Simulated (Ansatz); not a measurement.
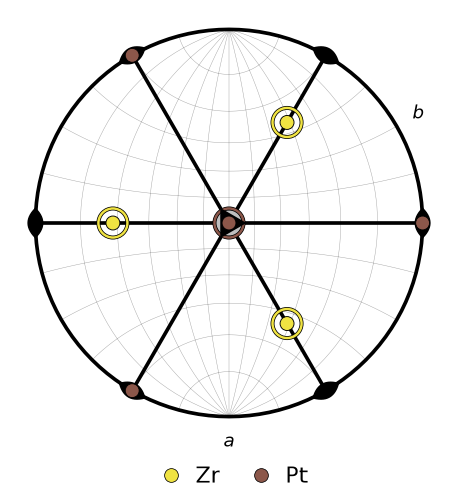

For ZrPt₂, the geometry relaxed with Ansatz 0.2.0, DFT PBE, scalar-relativistic, plane waves, PAW; the starting structure was generated, so it need not be a known form of this composition: directions from one platinum atom at (1/3, 2/3, 1/2) to its bonded neighbours, in stereographic projection down c (filled: above the plane of the page or in it, open: below). All values are computed from the atomic coordinates in the standard setting (tolerance 0.002 Å).

Neighbours are counted up to 3.26 Å for Zr, 2.99 Å for Pt. The symmetry elements of the site are drawn in: heavy lines are mirror planes (a heavy rim: a mirror in the plane of the page); lens, triangle, square and hexagon are 2-, 3-, 4- and 6-fold axes, a lens in an open square is −4, a triangle in an open hexagon −6; thin dashed diameters join the ends of axes that lie in the page; a small open circle marks inversion.

```
Zr Pt
1.0
     4.62189    0.00000    0.00000
    -2.31094    4.00267    0.00000
     0.00000    0.00000    2.84973
Zr Pt
1 2
Cartesian
  0.0000 0.0000 0.0000
  0.0000 2.6684 1.4249
  2.3109 1.3342 1.4249
```

Question: How many neighbours are there, and at what angles?

Answer: 11: 3 Pt at 2.67 Å, 2 Pt at 2.85 Å, 6 Zr at 3.03 Å. Angles between bonds: 56° (3×), 62° (6×), 64° (12×), 90° (6×), 100° (6×), 118° (6×), 120° (3×), 128° (6×), 152° (6×), 180° (1×).

Question: What is the site's symmetry in the crystal?

Answer: Point group -6m2 (D3h), order 12: one −6 axis, three twofold axes, four mirror planes. In P6/mmm, No. 191 this is Wyckoff position 2d.
